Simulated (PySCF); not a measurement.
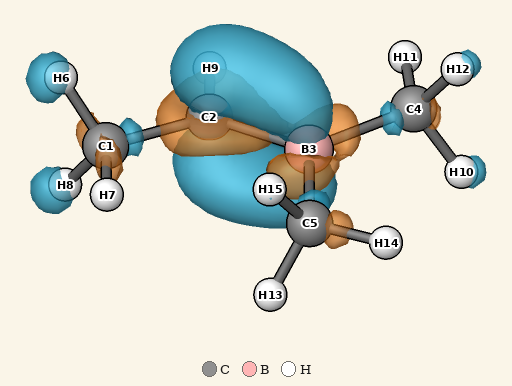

C4H10B, doublet, SMILES `C[CH]B(C)C`. Fukui function f⁺ = ρ(N+1) − ρ(N) at fixed geometry, surfaces at ±0.04 e/Å³ (light blue positive, orange negative).

Computed with PySCF, TPSSh/6-311+G**, geometry: GFN2-xTB. No frequency check shows the geometry to be a minimum. GFN2-xTB doesn't know the spin state, so this open-shell geometry is rough.

Geometry (Å), atoms numbered from 1:

```
C1      -2.1435    0.1173    0.0094
C2      -0.8025    0.7404   -0.0138
B3       0.5331    0.0212   -0.0041
C4       1.8795    0.8583    0.0078
C5       0.5977   -1.5657   -0.0044
H6      -2.7112    0.4677    0.8764
H7      -2.0883   -0.9671    0.0373
H8      -2.7203    0.4226   -0.8687
H9      -0.8393    1.8250   -0.0396
H10      2.4822    0.6332   -0.8720
H11      1.7283    1.9352    0.0328
H12      2.4989    0.5933    0.8642
H13      0.0642   -1.9880   -0.8557
H14      1.6131   -1.9529   -0.0329
H15      0.1205   -1.9769    0.8853
```

Question: Which atoms respond most to the addition of an electron?

Answer: f⁺ (Hirshfeld-condensed) is largest on C2 (0.24) and B3 (0.19); the vertical electron affinity is 0.94 eV (to the singlet anion, which needn't be its lowest state; the anion's highest orbital has positive energy, so this value and f⁺ depend on the basis). Condensed values hint at sites of nucleophilic attack but needn't mark the atom that reacts. Shares this close don't rank the sites. Orbital relaxation makes it negative in places (0.24 e in all).

Run time: 4.8 min on 1 thread of Arm Neoverse V1, with other jobs on the host, peak memory 0.87 GiB.
